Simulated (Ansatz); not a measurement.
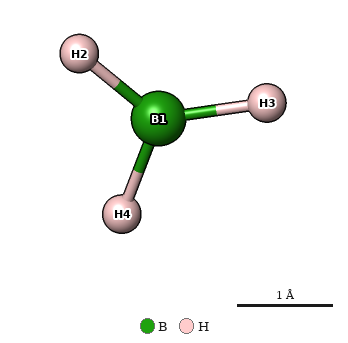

This is the input geometry for a relaxation of BH₃ (coarse preliminary run). The picture is a ball-and-stick view, seen at a tilt.

The start comes from a force field.

The calculation used Ansatz, RKS PBE-D4/def2-SVP.

Input
```yaml
crystal:
  periodic: [false, false, false]
  atoms:
    - {symbol: B, position_ang: [0.039200, -0.050700, 0.010800]}
    - {symbol: H, position_ang: [0.948000, 0.408700, 0.543500]}
    - {symbol: H, position_ang: [-0.293700, -1.157200, 0.032000]}
    - {symbol: H, position_ang: [-0.638000, 0.738900, -0.606600]}
basis:
  gaussian: {orbitals: def2-SVP}
hamiltonian: {xc: pbe, dispersion: d4}
relax: {f_tol: 0.03, max_steps: 200}
```

What does the optimiser find from here?

The energy falls by 0.119 eV in 2 geometry steps. Largest force component: 1.5 eV/Å at the start, 0.016 eV/Å at the end. The largest move after the best rigid fit is that of H2, 0.066 Å. By element the largest moves are H 0.066 Å, B 0.046 Å. Near-neighbour distances that change, for instance: B1–H2 1.149 → 1.215 Å, B1–H3 1.156 → 1.215 Å, B1–H4 1.210 → 1.215 Å. Bond angles that change, for instance: H2–B1–H3 127.0° → 120.2°, H2–B1–H4 114.7° → 119.9°. The run took about 1.6 core-seconds on a shared host.

The structure at the end:

```xyz
4

B     0.0141   -0.0154   -0.0045
H     0.9996    0.3900    0.5795
H    -0.2828   -1.1927    0.0439
H    -0.6754    0.7578   -0.6392
```

The end point in the same view:

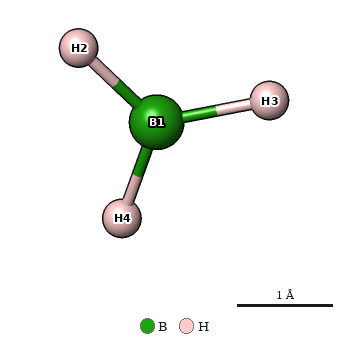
